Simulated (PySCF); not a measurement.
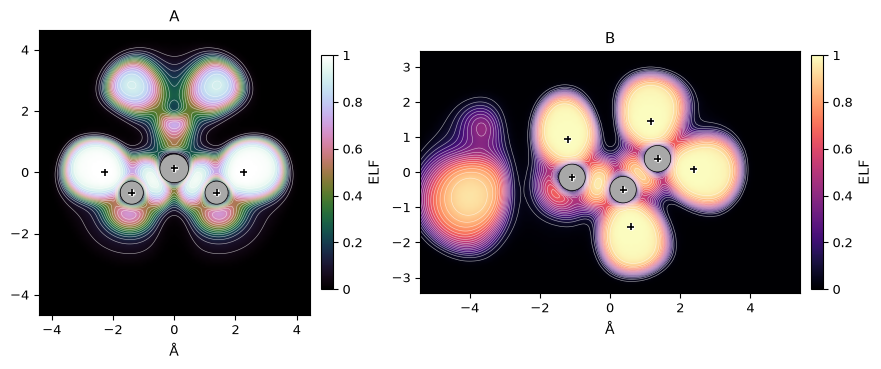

The ELF of 2 systems, each on a plane through atoms (crosses mark nuclei in the plane; grey discs cover the cores).

Computed with PBE0/def2-SVPD, SCF density, gas phase in PySCF 2.14.0.

System 1: C₂H₁₁B₂N, the plane of atoms C4, B3 and C5. Geometry: PBE0-D3(BJ)/def2-SVP.

```xyz
16

B     1.6817   -0.2443   -0.1603
N     0.7763   -0.1271    1.1011
B    -0.2275    0.0372   -0.0794
C    -0.7872    1.5208   -0.2533
C    -1.1876   -1.2186   -0.2915
H     2.1050   -1.3611   -0.3547
H     2.4112    0.7068   -0.3253
H     0.7390   -0.0905   -1.0730
H     0.6786   -0.9672    1.6620
H     0.9271    0.6892    1.6848
H    -1.2348    1.6695   -1.2485
H    -1.5863    1.7123    0.4836
H    -0.0168    2.2980   -0.1210
H    -2.0100   -1.1927    0.4445
H    -1.6564   -1.2067   -1.2879
H    -0.6728   -2.1872   -0.1831
```

System 2: C₄H₈Se (SMILES C=CCC[SeH]), the plane of atoms C3, C2 and H8. Geometry: GFN2-xTB.

| atom | x (Å) | y (Å) | z (Å) |
| --- | --- | --- | --- |
| C | -2.1018 | 0.7448 | 0.2656 |
| C | -1.2658 | -0.2572 | 0.0716 |
| C | 0.1460 | -0.2905 | 0.5670 |
| C | 1.1074 | -0.3244 | -0.6131 |
| Se | 2.9895 | -0.5486 | -0.0616 |
| H | -1.8150 | 1.6248 | 0.8182 |
| H | -3.1099 | 0.7276 | -0.1116 |
| H | -1.5771 | -1.1285 | -0.4905 |
| H | 0.2980 | -1.1844 | 1.1790 |
| H | 0.3487 | 0.5868 | 1.1859 |
| H | 0.9065 | -1.1798 | -1.2607 |
| H | 1.0426 | 0.5888 | -1.2065 |
| H | 3.0266 | 0.6410 | 0.7603 |

> Which map belongs to which system?

Panel A is system 1, C₂H₁₁B₂N: the plane holds B, C and H. C–B (1.59 Å): the ELF peaks at about 1 between the atoms: a covalent bond. Panel B is system 2, C₄H₈Se: the plane holds C and H. C–C (1.32 Å): the ELF peaks at about 0.90 between the atoms: a short, multiple covalent bond.
